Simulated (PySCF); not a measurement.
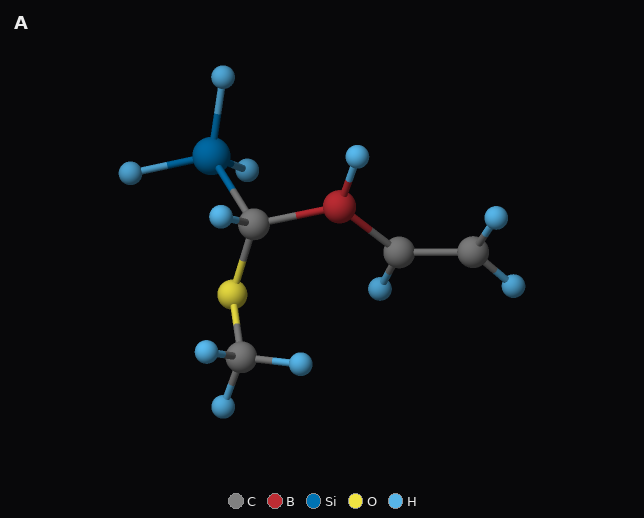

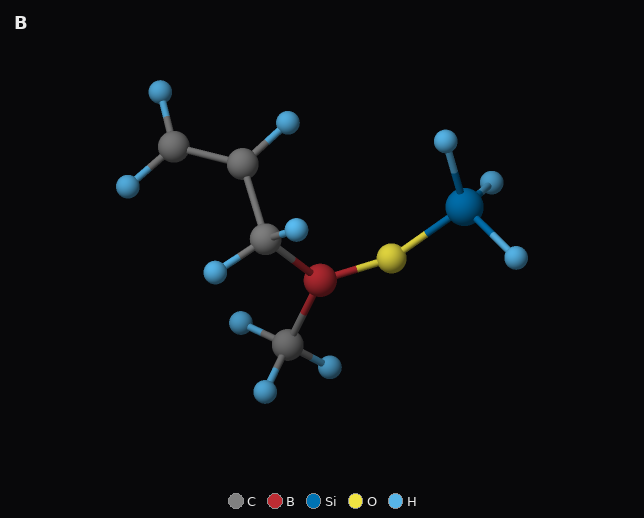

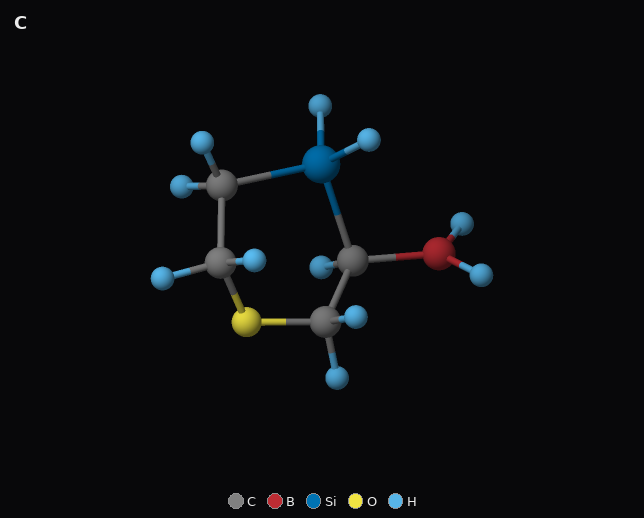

3 stationary structures of one formula. Geometries: GFN2-xTB. Electronic energies: ωB97X-D/def2-SVPD (PySCF 2.14.0), without zero-point energy. No frequency run is at hand to confirm each as a minimum. Each is one conformer, not always the lowest.

### Rank them by energy, lowest first.

B is lowest; C lies 2.232 eV above it, A lies 3.312 eV above it. A is `C=CB[C@@H]([SiH3])OC`, B is `C=CCB(C)O[SiH3]`, C is `B[C@H]1COCC[SiH2]1`.

The geometry is semi-empirical. Around B, Si such bond lengths and angles can be off by a tenth of an ångström or more and by several degrees, and values that hang on the shape move with them.
